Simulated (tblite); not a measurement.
## Geometry relaxation, with input and output: C₆H₁₂F₂Si

The run: geometry relaxation of C₆H₁₂F₂Si. Method and program: GFN2-xTB geometry optimisation, gas phase (tblite 0.8.0).

It belongs to a series of runs on one base structure; here: H on Si replaced by iPr.

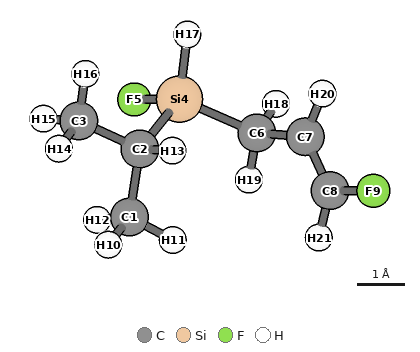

**Figure 1.** The structure as given in the input (ball-and-stick view, seen at a tilt; atoms are numbered from 1 in the order of the input).

Input:
```
{"job": {"kind": "relax", "xc": "GFN2-xTB", "basis": "xTB"}, "charge": 0, "multiplicity": 1}
C     -1.504500     0.126600     1.458200
C     -1.152700     0.386200    -0.019000
C     -2.419300     0.568100    -0.830000
Si     0.002500    -0.951400    -0.748000
F     -0.773200    -2.363700    -0.633600
C      1.600500    -1.107600     0.229400
C      2.461400     0.133300     0.243300
C      2.766600     0.818900     1.356800
F      3.545000     1.905700     1.303500
H     -2.137800     0.943000     1.853100
H     -0.622000     0.067100     2.087700
H     -2.075600    -0.808800     1.582000
H     -0.588700     1.323000    -0.045500
H     -3.028100     1.389800    -0.429300
H     -3.049500    -0.325100    -0.830300
H     -2.200900     0.819800    -1.863800
H      0.285600    -0.654000    -2.164100
H      2.195100    -1.928300    -0.200500
H      1.360900    -1.410600     1.262100
H      2.884900     0.475000    -0.691000
H      2.441000     0.609800     2.368600
```

The first line tells a small driver script what to run in tblite; the rest is the geometry in Å.

Run on 1 CPU thread, shared host.

Run as:
```bash
OMP_NUM_THREADS=1 python <driver script> task.json out
```

The program's output:
```
step      E/eV     max force
  0    -821.42859    1.475
  1    -821.47315    1.089
  2    -821.48917    0.254
  3    -821.49503    0.197
  4    -821.50465    0.167
  5    -821.50905    0.182
  6    -821.51462    0.161
  7    -821.51780    0.133
  8    -821.52064    0.099
  9    -821.52241    0.091
 10    -821.52353    0.069
 11    -821.52420    0.054
 12    -821.52478    0.056
 13    -821.52530    0.051
 14    -821.52567    0.045
 15    -821.52593    0.039
 16    -821.52619    0.050
 17    -821.52652    0.058
 18    -821.52687    0.053
 19    -821.52717    0.032
 20    -821.52744    0.034
 21    -821.52770    0.037
 22    -821.52794    0.046
 23    -821.52813    0.034
 24    -821.52827    0.021
 25    -821.52839    0.024
 26    -821.52851    0.031
 27    -821.52862    0.030
 28    -821.52870    0.019
 29    -821.52879    0.027
 30    -821.52887    0.029
 31    -821.52896    0.024
 32    -821.52905    0.024
 33    -821.52915    0.025
 34    -821.52925    0.024
 35    -821.52935    0.020
 36    -821.52943    0.019
 37    -821.52950    0.021
 38    -821.52957    0.025
 39    -821.52965    0.027
 40    -821.52973    0.022
 41    -821.52978    0.019
 42    -821.52983    0.018
 43    -821.52988    0.016
 44    -821.52993    0.017
 45    -821.52998    0.019
 46    -821.53002    0.018
 47    -821.53007    0.018
 48    -821.53013    0.016
 49    -821.53017    0.014
 50    -821.53021    0.013
 51    -821.53023    0.016
 52    -821.53025    0.011
 53    -821.53027    0.009
```

Trajectory as extended XYZ (Å, eV, eV/Å), 5 of the 54 frames kept, from step=0 to step=53:
```
21
Properties=species:S:1:pos:R:3:forces:R:3 step=0 energy=-821.42859
C    -1.5045    0.1266    1.4582   -0.5790   0.0050   0.1020
C    -1.1527    0.3862   -0.0190    0.2630  -0.2050   0.5250
C    -2.4193    0.5681   -0.8300   -0.6330   0.2590  -0.1410
Si    0.0025   -0.9514   -0.7480   -0.4280   0.5370  -0.4390
F    -0.7732   -2.3637   -0.6336    0.0630  -0.0930  -0.0970
C     1.6005   -1.1076    0.2294    0.8760   0.0670   0.5270
C     2.4614    0.1333    0.2433   -0.0540   0.0970   1.1780
C     2.7666    0.8189    1.3568   -0.5450  -0.9210  -1.0150
F     3.5450    1.9057    1.3035    0.1830   0.2750  -0.0200
H    -2.1378    0.9430    1.8531    0.2860  -0.3260  -0.2370
H    -0.6220    0.0671    2.0877    0.0920   0.0070  -0.0720
H    -2.0756   -0.8088    1.5820    0.2670   0.3490  -0.1690
H    -0.5887    1.3230   -0.0455   -0.0660   0.1300  -0.0220
H    -3.0281    1.3898   -0.4293    0.1600  -0.1760   0.0100
H    -3.0495   -0.3251   -0.8303    0.2330   0.0470   0.0690
H    -2.2009    0.8198   -1.8638    0.1010  -0.0520  -0.0750
H     0.2856   -0.6540   -2.1641   -0.1240  -0.2400   0.2040
H     2.1951   -1.9283   -0.2005   -0.1320   0.2180   0.0810
H     1.3609   -1.4106    1.2621    0.1720   0.1680  -0.2770
H     2.8849    0.4750   -0.6910   -0.1230  -0.0930   0.0210
H     2.4410    0.6098    2.3686   -0.0110  -0.0540  -0.1520
21
Properties=species:S:1:pos:R:3:forces:R:3 step=13 energy=-821.52530
C    -1.5084    0.1335    1.4572   -0.0100   0.0020   0.0000
C    -1.1476    0.4227   -0.0013    0.0160  -0.0050  -0.0260
C    -2.4239    0.5808   -0.8289   -0.0220   0.0160  -0.0080
Si    0.0059   -0.9049   -0.7422   -0.0160   0.0140  -0.0200
F    -0.7280   -2.3496   -0.6715   -0.0080   0.0300   0.0250
C     1.6197   -1.1110    0.2583   -0.0130  -0.0250  -0.0110
C     2.4606    0.1126    0.2608    0.0060  -0.0310  -0.0030
C     2.7513    0.8045    1.3446   -0.0060   0.0090   0.0200
F     3.5190    1.9113    1.2954    0.0060   0.0480  -0.0160
H    -2.1381    0.9289    1.8518   -0.0140   0.0100   0.0140
H    -0.6170    0.0692    2.0751    0.0280   0.0030   0.0260
H    -2.0559   -0.8024    1.5408    0.0120  -0.0220  -0.0210
H    -0.6217    1.3837   -0.0240    0.0100  -0.0030  -0.0050
H    -3.0385    1.3847   -0.4265   -0.0080  -0.0030   0.0050
H    -3.0109   -0.3350   -0.8110    0.0390  -0.0070  -0.0020
H    -2.1910    0.8175   -1.8643    0.0020  -0.0080  -0.0010
H     0.2476   -0.7225   -2.1703    0.0010   0.0020   0.0360
H     2.1868   -1.9233   -0.1985    0.0010  -0.0200  -0.0050
H     1.3984   -1.4115    1.2831   -0.0090   0.0070  -0.0120
H     2.8515    0.4402   -0.6908    0.0040   0.0070  -0.0220
H     2.4313    0.5878    2.3523   -0.0170  -0.0240   0.0260
21
Properties=species:S:1:pos:R:3:forces:R:3 step=26 energy=-821.52851
C    -1.4995    0.1361    1.4544    0.0030   0.0010   0.0010
C    -1.1375    0.4409   -0.0016   -0.0080  -0.0010   0.0060
C    -2.4161    0.5817   -0.8291    0.0030   0.0040   0.0030
Si    0.0076   -0.8921   -0.7398    0.0160  -0.0110   0.0240
F    -0.7507   -2.3213   -0.6396   -0.0160  -0.0050  -0.0070
C     1.6204   -1.1220    0.2555    0.0190   0.0090   0.0010
C     2.4635    0.1005    0.2591    0.0010   0.0150   0.0080
C     2.7399    0.8010    1.3422   -0.0050   0.0050  -0.0050
F     3.4837    1.9254    1.2877    0.0000  -0.0120   0.0060
H    -2.1470    0.9151    1.8546    0.0070   0.0010  -0.0020
H    -0.6099    0.0796    2.0776   -0.0060   0.0120  -0.0010
H    -2.0304   -0.8113    1.5209    0.0140  -0.0040   0.0080
H    -0.6168    1.4044   -0.0224   -0.0100  -0.0040   0.0020
H    -3.0484    1.3698   -0.4240   -0.0040   0.0080   0.0060
H    -2.9801   -0.3482   -0.8120    0.0080   0.0000  -0.0160
H    -2.1877    0.8246   -1.8641   -0.0020   0.0020   0.0000
H     0.2492   -0.7213   -2.1663    0.0010  -0.0030  -0.0180
H     2.1803   -1.9391   -0.2019   -0.0050  -0.0040   0.0020
H     1.3939   -1.4179    1.2804    0.0040  -0.0100  -0.0130
H     2.8516    0.4339   -0.6927   -0.0100  -0.0100   0.0050
H     2.4251    0.5771    2.3511   -0.0090   0.0080  -0.0110
21
Properties=species:S:1:pos:R:3:forces:R:3 step=40 energy=-821.52973
C    -1.4895    0.1406    1.4583   -0.0030  -0.0030  -0.0040
C    -1.1337    0.4439    0.0001    0.0020  -0.0020   0.0040
C    -2.4112    0.5836   -0.8303    0.0040  -0.0010   0.0110
Si    0.0069   -0.8951   -0.7362   -0.0160   0.0050  -0.0150
F    -0.7763   -2.3114   -0.6369    0.0140  -0.0070   0.0030
C     1.6229   -1.1295    0.2527   -0.0110  -0.0080  -0.0040
C     2.4593    0.0971    0.2591    0.0020  -0.0060  -0.0020
C     2.7236    0.8030    1.3411   -0.0060   0.0070   0.0010
F     3.4692    1.9257    1.2897   -0.0010   0.0100   0.0040
H    -2.1551    0.9063    1.8544    0.0120   0.0050  -0.0070
H    -0.5976    0.1098    2.0806   -0.0110   0.0100  -0.0060
H    -1.9971   -0.8187    1.5334    0.0050  -0.0040   0.0000
H    -0.6146    1.4080   -0.0221   -0.0020  -0.0010  -0.0010
H    -3.0553    1.3570   -0.4149    0.0080   0.0030   0.0010
H    -2.9643   -0.3529   -0.8338    0.0060   0.0000  -0.0040
H    -2.1794    0.8469   -1.8598   -0.0050   0.0000   0.0120
H     0.2493   -0.7327   -2.1649   -0.0020   0.0010   0.0030
H     2.1845   -1.9413   -0.2111    0.0010  -0.0060  -0.0080
H     1.4015   -1.4345    1.2755   -0.0050   0.0000   0.0070
H     2.8529    0.4257   -0.6916    0.0090   0.0000  -0.0020
H     2.3951    0.5854    2.3465   -0.0010  -0.0020   0.0050
21
Properties=species:S:1:pos:R:3:forces:R:3 step=53 energy=-821.53027
C    -1.4817    0.1450    1.4593   -0.0020  -0.0010   0.0030
C    -1.1290    0.4431   -0.0001    0.0010   0.0020  -0.0040
C    -2.4077    0.5855   -0.8268   -0.0080   0.0010  -0.0010
Si    0.0056   -0.8980   -0.7399    0.0070  -0.0040  -0.0020
F    -0.7693   -2.3184   -0.6345   -0.0020   0.0000   0.0000
C     1.6218   -1.1346    0.2479    0.0030  -0.0010   0.0010
C     2.4587    0.0920    0.2603   -0.0030  -0.0020  -0.0010
C     2.7085    0.8045    1.3418   -0.0060  -0.0010  -0.0030
F     3.4502    1.9303    1.2926   -0.0030  -0.0030   0.0030
H    -2.1573    0.9059    1.8470    0.0010   0.0060   0.0050
H    -0.5907    0.1334    2.0825    0.0060   0.0010   0.0000
H    -1.9757   -0.8204    1.5435   -0.0040  -0.0070  -0.0030
H    -0.6087    1.4063   -0.0249    0.0060   0.0040  -0.0040
H    -3.0548    1.3505   -0.4013   -0.0010   0.0080   0.0030
H    -2.9560   -0.3534   -0.8427   -0.0020  -0.0060   0.0040
H    -2.1788    0.8635   -1.8528    0.0010  -0.0010  -0.0020
H     0.2428   -0.7373   -2.1690   -0.0010   0.0020  -0.0040
H     2.1818   -1.9454   -0.2200    0.0060   0.0010   0.0050
H     1.3973   -1.4435    1.2691    0.0030   0.0010   0.0000
H     2.8627    0.4175   -0.6874    0.0030   0.0000   0.0040
H     2.3713    0.5903    2.3453   -0.0030   0.0010  -0.0050
```

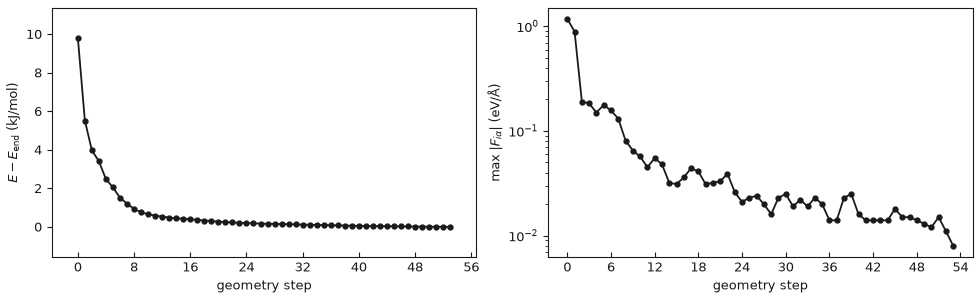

**Figure 2.** Progress of the relaxation, step by step (steps are counted from 0).

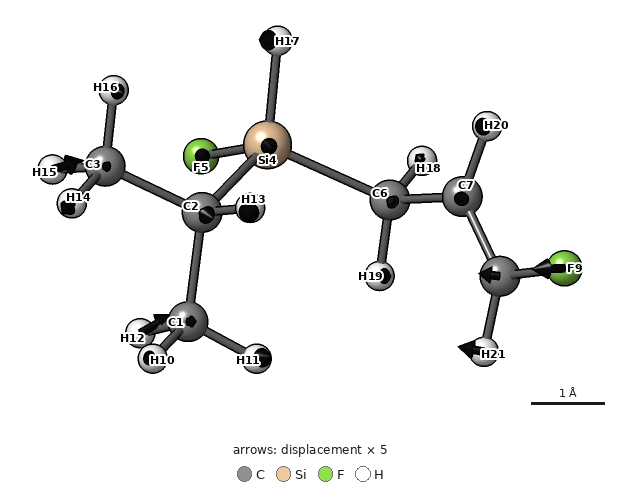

**Figure 3.** The starting structure with the displacements as black arrows, magnified 5 times (ball-and-stick view, seen at a tilt). The two geometries are laid on each other by the best rigid fit. The atom that moves furthest after the best rigid fit is H12 (0.11 Å). By element the largest moves are H 0.11 Å, F 0.10 Å, C 0.06 Å, Si 0.05 Å. Distances before and after: Si4–C6 1.880 → 1.909 Å, C6–C7 1.510 → 1.485 Å, C7–C8 1.343 → 1.319 Å, C1–H10 1.106 → 1.089 Å. Among the angles that change: F5–Si4–H17 109.7° → 103.8°, C2–Si4–H17 109.9° → 113.6°, Si4–C2–H13 106.2° → 109.1°. Over 53 geometry steps the energy falls by 9.81 kJ/mol. The largest force component goes from 1.2 to 0.008 eV/Å. (Atoms are counted from 1 in the order of the input.)

Results in brief:

| quantity | value |
| --- | --- |
| outcome | converged |
| total energy | −821.5303 eV |
| peak memory | 0.18 GiB |
